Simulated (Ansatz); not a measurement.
**How methods differ on [BNH4]− (SMILES [BH2-]N)**

The species is [BNH4]− (6 atoms), meant as a doublet with charge -1. As SMILES, `[BH2-]N`. The shape is that of a GFN2-xTB optimisation.

Each level gives the vertical detachment energy (to the singlet neutral) (eV). The values are calculated.

```csv
level,kind,program,value (eV),less FCI/STO-3G,CPU time (all runs)
U-revPBE/STO-3G,GGA,Ansatz,-4.35,+0.63,1.9 s
U-r2SCAN/STO-3G,meta-GGA,Ansatz,-4.06,+0.92,3.9 s
U-r2SCAN0/STO-3G,hybrid meta-GGA,Ansatz,-3.90,+1.08,4.2 s
U-wB97M-V/STO-3G,range-separated hybrid,Ansatz,-4.42,+0.56,26 s
UB2PLYP/STO-3G,double hybrid,Ansatz,-4.42,+0.56,2.1 s
RPA@PBE/STO-3G,RPA,Ansatz,-5.34,-0.36,2.3 s
UMP2/STO-3G,perturbation theory,Ansatz,-4.81,+0.17,0.12 s
UBCCD(T)/STO-3G,coupled cluster or CI,Ansatz,-4.97,+0.01,0.27 s
UCCSDTQ/STO-3G,coupled cluster or CI,Ansatz,-4.98,0.00,26 s
FCI/STO-3G,exact in the basis,Ansatz,-4.98,0.00,7.6 s
```

FCI/STO-3G is exact within its basis and frozen core, so for wave-function methods in that basis the difference is their error; functionals converge differently with the basis, so for them it is only a difference. Sets without diffuse functions describe the anion poorly. The values span -5.34 to -3.90 eV. All rows use very small basis sets, so even the best lies far from the true value. Times are those of the runs behind each value, whatever else they computed, on shared processors of several kinds: orders of magnitude only.

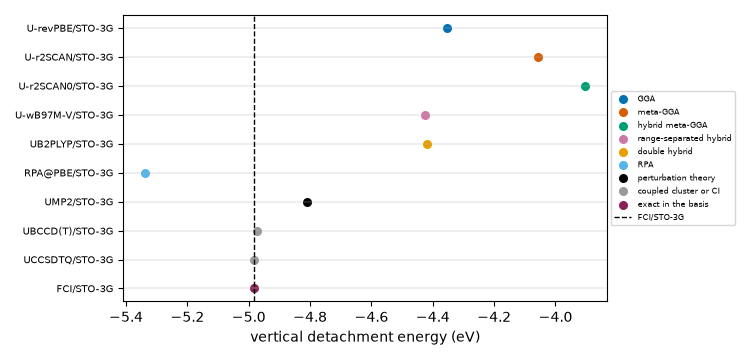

The values of the table, level by level.
